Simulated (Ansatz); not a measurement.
System: GaH4P···H2.

```xyz
8

Ga    0.1201   -0.6945   -0.1289
H    -0.1117    0.6279    2.0564
H     1.4382    0.1508   -0.2774
H    -1.2858   -0.0899   -0.4955
P     0.2315   -2.8832    0.6982
H    -0.6968   -3.4137   -0.2492
H     1.3956   -3.2314   -0.0527
H    -0.1418   -0.0752    2.3523
```

Computed with RKS B3LYP-D4/def2-SVP in Ansatz.

Predict the electron density and electron localisation function between the atoms.

Ga–P (2.34 Å): the density is about 0.59 e/Å³ at the midpoint; the ELF peaks at about 0.90 between the atoms: a shared electron pair.
Ga–H (1.57 Å): ρ is about 0.96 e/Å³ halfway; the ELF climbs to about 1 towards the hydrogen.

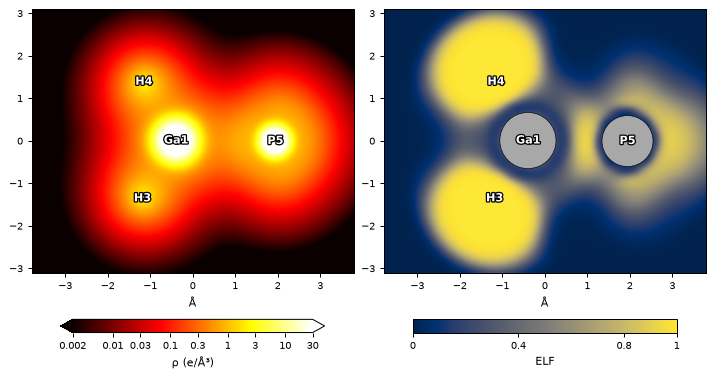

Computed electron density and electron localisation function on the plane of atoms H3, Ga1 and P5, in this order. Grey discs cover the atomic cores in the ELF map. 
